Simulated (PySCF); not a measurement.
## A study: C₄H₁₂Sn, SMILES `C[Sn](C)(C)C`

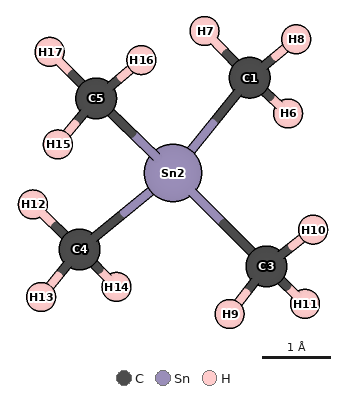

The molecule, with its atoms numbered as below. No frequency check shows the geometry to be a minimum.

Coordinates in Å:

```
C1      -1.2795   -1.6052   -0.7750
Sn2     -0.0001   -0.0001    0.0001
C3      -1.2545    1.6086    0.8081
C4       1.2472    0.7901   -1.6235
C5       1.2875   -0.7932    1.5897
H6      -1.9226   -1.2300   -1.5635
H7      -0.6754   -2.4092   -1.1802
H8      -1.9025   -2.0083    0.0133
H9      -0.6379    2.4111    1.1972
H10     -1.8775    1.2351    1.6133
H11     -1.8976    2.0129    0.0362
H12      1.8739    0.0094   -2.0354
H13      1.8861    1.5861   -1.2576
H14      0.6266    1.1882   -2.4187
H15      1.9269   -0.0141    1.9850
H16      0.6870   -1.1897    2.4011
H17      1.9144   -1.5908    1.2073
```

Part 1: Bonding charge

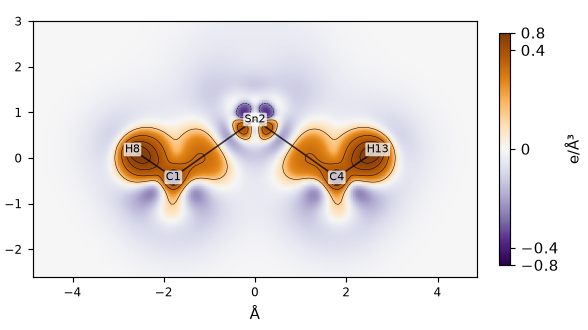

Deformation density (molecule less spherical, spin-averaged free atoms) in the plane of C1, Sn2, C4, H8 and H13; colour scale in e/Å³, logarithmic beyond ±0.1; orange: gain, purple: loss.

Computed with PySCF, TPSS/def2-SVP, geometry: GFN2-xTB. Core potentials replace the inner electrons of Sn; spin–orbit coupling isn't included.

Describe the bonding that the map shows.

Answer. C1–H8 and C4–H13: +0.63 e/Å³ at the bond critical point (bond length 1.08 Å, Mayer order 1.0). C1–Sn2 and Sn2–C4: +0.10 e/Å³ at the bond critical point (bond length 2.19 Å, Mayer order 0.9). In all, 3.3 electrons gather in the regions of gain relative to the promolecule. A small or negative value marks a very polar bond, one between electron-rich atoms, whose free-atom densities already overlap strongly, a long bond to a heavier atom, or a closed-shell contact such as a hydrogen bond.

Where do the Hirshfeld charges lie?

Answer. The highest Hirshfeld charge is on Sn2 (+0.49 e), the lowest on C1, C3, C4 and C5 (−0.20 e).

Part 2: Bond critical points

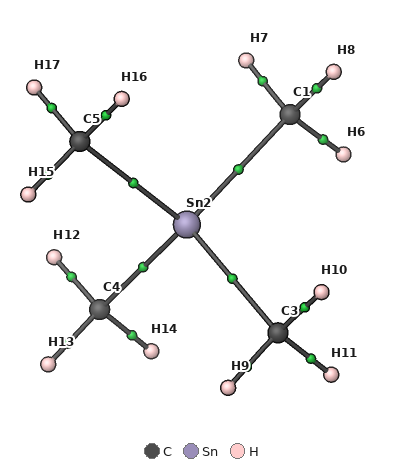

Molecular graph of the electron density (QTAIM): bond paths, bond critical points (green), ring points (magenta, if any); weak paths are dashed.

How many critical points of each kind are there, and does the count close?

Answer. 17 nuclei, 16 bond, 0 ring and 0 cage critical points: 17 − 16 + 0 − 0 = 1, as the Poincaré–Hopf relation requires.

Tabulate density, Laplacian, ellipticity and energy density at the bond critical points (atomic units).

Answer.
```tsv
bond	length (Å)	ρ (a.u.)	∇²ρ (a.u.)	ε	H (a.u.)
C1–H8 (12 alike)	1.083	0.275	−0.98	0.03	−0.295
Sn2–C5 (4 alike)	2.194	0.094	+0.14	0.00	−0.034
```

What kind of interaction is Sn2–C5?

Answer. Polar or intermediate (positive Laplacian, negative energy density H): ρ = 0.094, ∇²ρ = +0.14, H = −0.034 a.u.

Part 3: Local ionisation energy

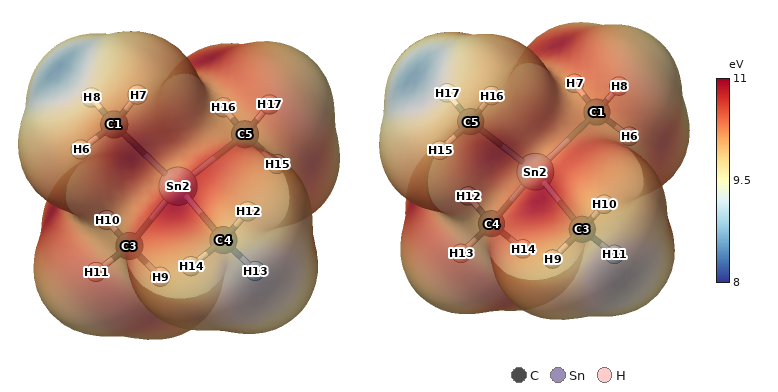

Average local ionisation energy on the surface of electron density 0.001 a.u. (back view left, front view right).

Locate the minima of the map.

Answer. The lowest value is 8.6 eV, near H9 (1.83 Å), H10 (1.84 Å), H11 (1.89 Å) and C3 (1.93 Å), and at like points elsewhere. Further minima include 10.1 eV, about equally far (2.0 Å) from H7 and H12, and at like points elsewhere. For comparison, the highest occupied orbital lies at −6.5 eV.

What volume does the surface enclose, and what is the dipole moment?

Answer. About 163 Å³; the dipole moment is 0.0 D.

Part 4: In an electric field

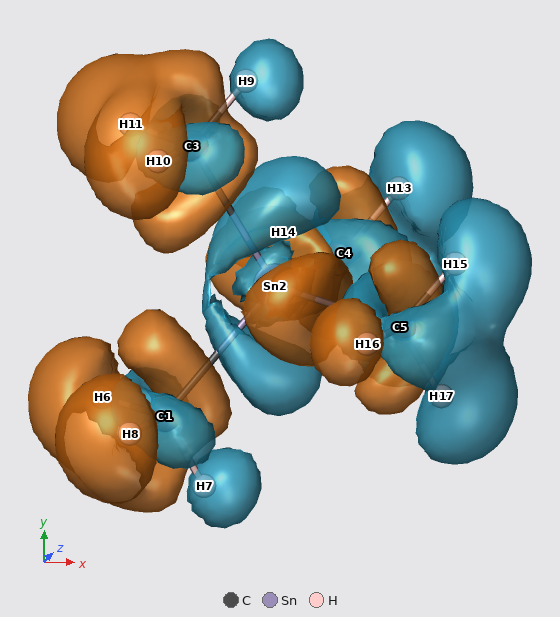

Change of the electron density in a uniform field of 0.51 V/Å, surfaces at ±0.003 e/Å³ (light blue: gain, orange: loss).

Method: B3LYP/def2-SVP; geometry: GFN2-xTB; program: PySCF. Core potentials replace the inner electrons of Sn; spin–orbit coupling isn't included. A basis without diffuse functions makes polarisabilities too small.

The field was applied in both directions; the picture shows the one opposite to the script's first.

Along which Cartesian direction does the field point?

Answer. Along −x: electrons gather on the +x side, against the field.

How large is the response?

Answer. The induced dipole is 2.06 D (along the field); α along this axis, from the fields in both directions, is 81 bohr³ (12.0 Å³).

Part 5: Removing or adding an electron

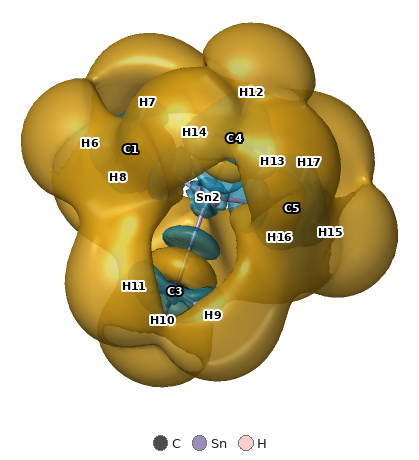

Fukui function f⁺ = ρ(N+1) − ρ(N) at fixed geometry, surfaces at ±0.004 e/Å³ (yellow positive, teal negative).

Method: LDA (SVWN)/def2-SVP; geometry: GFN2-xTB; program: PySCF. Core potentials replace the inner electrons of Sn; spin–orbit coupling isn't included.

On which atoms does the density change most on addition of an electron?

Answer. f⁺ (Hirshfeld-condensed) is largest on Sn2 (0.12); the vertical electron affinity is −2.02 eV (the stability of the anion's solution wasn't checked; negative, but this basis has no diffuse functions, so it doesn't show that the anion is unbound). Condensed values hint at sites of nucleophilic attack but needn't mark the atom that reacts. Orbital relaxation makes it negative in places (0.10 e in all).

The PySCF runs shown took 64 s, 76 s and 7.8 min on 1 thread of Arm Neoverse V2, with other jobs on the host.
